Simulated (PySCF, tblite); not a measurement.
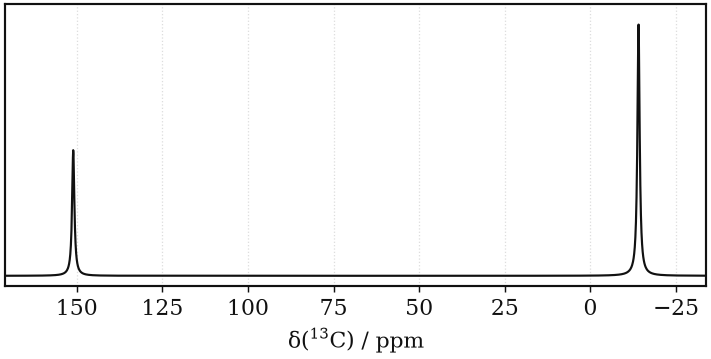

GIAO shifts, PBE0/pcSseg-1 with PySCF, at a GFN2-xTB geometry (a minimum by its frequencies), against TMS for ¹³C computed at the same level. Gas phase, fully decoupled, line heights follow the number of nuclei, widths are arbitrary (no quadrupolar broadening); values of one conformer, averaged over methyl-type rotors and exact or near symmetry.

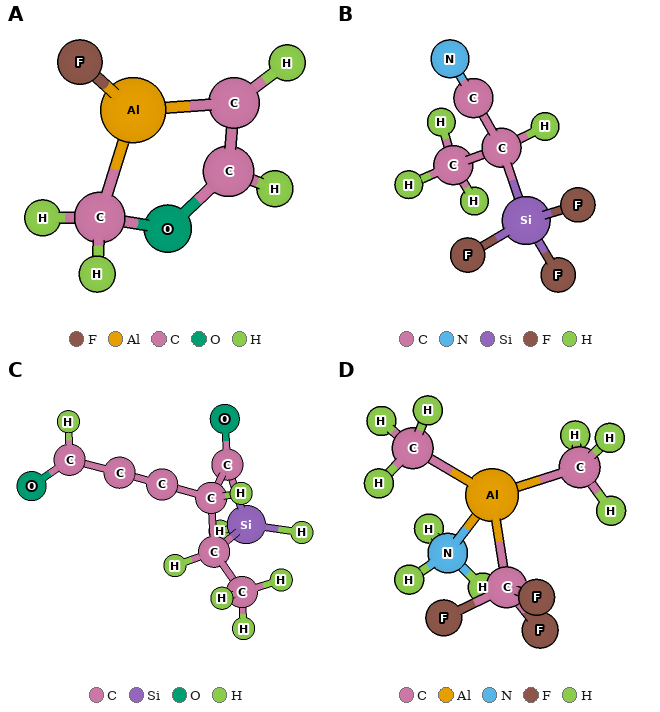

**Which structure fits the spectrum? The candidates are drawn in the second picture.**

Structure D, C₃H₉AlF₃N, SMILES [CH3][Al-]([CH3])([NH3+])[C](F)(F)F, singlet. Its ¹³C signals: 151.0 (1 C), −14.0 (2 C) ppm.

Caveats: the tight-binding geometry is rougher than a DFT one and adds to the error.
